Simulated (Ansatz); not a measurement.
**AsBFH5OSi: density, localisation and related maps**

The calculation's input:

```
crystal:
  periodic: [false, false, false]
  atoms:
    - { symbol: O, position_ang: [-2.0795, 0.69, -0.4919] }
    - { symbol: Si, position_ang: [-0.9854, -0.3031, 0.2439] }
    - { symbol: B, position_ang: [0.698, 0.6067, 0.3522] }
    - { symbol: F, position_ang: [0.9158, 1.85, 1.104] }
    - { symbol: As, position_ang: [2.3732, -0.1852, -0.5764] }
    - { symbol: H, position_ang: [-2.2913, 1.4666, 0.1596] }
    - { symbol: H, position_ang: [-1.4175, -0.654, 1.5984] }
    - { symbol: H, position_ang: [-0.7913, -1.5055, -0.5648] }
    - { symbol: H, position_ang: [1.5836, -0.4085, -1.8424] }
    - { symbol: H, position_ang: [2.0774, -1.6083, 0.0203] }
basis:
  gaussian: { orbitals: def2-SVP }
hamiltonian:
  xc: revpbe
relax:
  f_tol: 0.02
  max_steps: 50
output:
  orbitals: {}
```

Launched as:

```sh
ansatz run input.yaml --threads 2 --pin off --max-ram 3072MiB --backend cpu --events-out ev --progress --plain --runs-dir out
```

The fields are those of the run's last geometry, not of the input's.

Level of theory: Ansatz 0.2.0, RKS revPBE/def2-SVP.

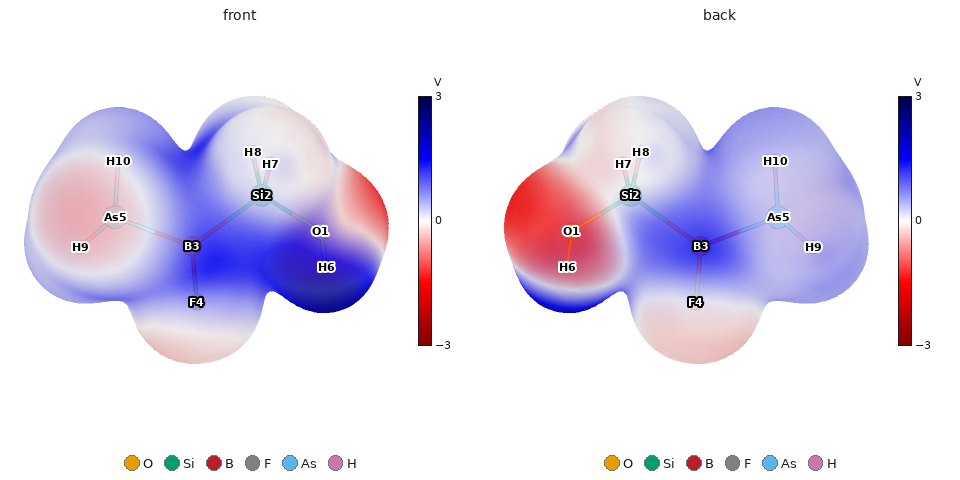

Figure 1. The electrostatic potential painted on the density surface at 0.002 e/bohr³, seen from the front and from behind; red is negative and blue positive.

Question: Describe the electrostatic potential map.

Answer: The most negative region (about −1.4 V, or −32 kcal/mol for a unit charge) lies over O1, the most positive (about +2.4 V, or +55 kcal/mol for a unit charge) over H6. O1 is the likeliest acceptor of a hydrogen bond.

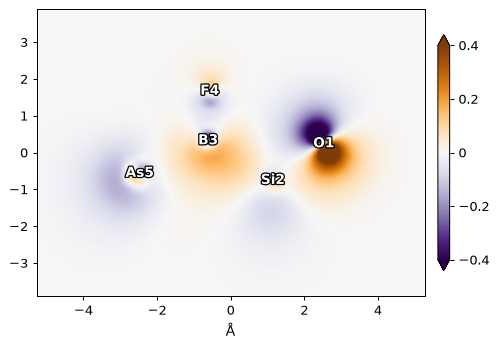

Figure 2. The HOMO−1 on the plane of atoms O1, Si2 and B3 (values in Å⁻³ᐟ²; the overall sign is arbitrary).

Question: Describe this orbital and give its energy.

Answer: It lies mainly on O1 (about 40 %), As5 (about 25 %), Si2 (about 10 %), H7 (about 10 %) and B3 (about 5 %). Its energy is −7.02 eV.

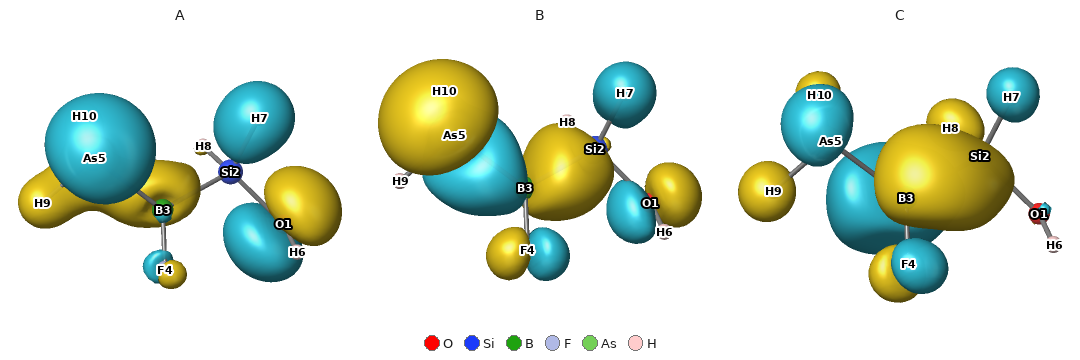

Figure 3. Three frontier orbitals at ±0.1 Å⁻³ᐟ² (yellow and cyan are the two phases), in no order.

Question: Order the three orbitals by energy and name them.

Answer: A is the HOMO−1 (−7.02 eV). By Hirshfeld shares it lies mainly on O1 (about 40 %), As5 (about 25 %), Si2 (about 10 %), H7 (about 10 %) and B3 (about 5 %). B is the HOMO (−5.88 eV). Its weight (Hirshfeld) is mainly on As5 (about 40 %), B3 (about 20 %), Si2 (about 15 %), O1 (about 10 %) and F4 (about 10 %). C is the LUMO (−2.62 eV). It lies mainly on B3 (about 50 %), Si2 (about 15 %), As5 (about 15 %) and F4 (about 10 %).

Question: What is the HOMO–LUMO gap?

Answer: 3.26 eV between the orbital energies.
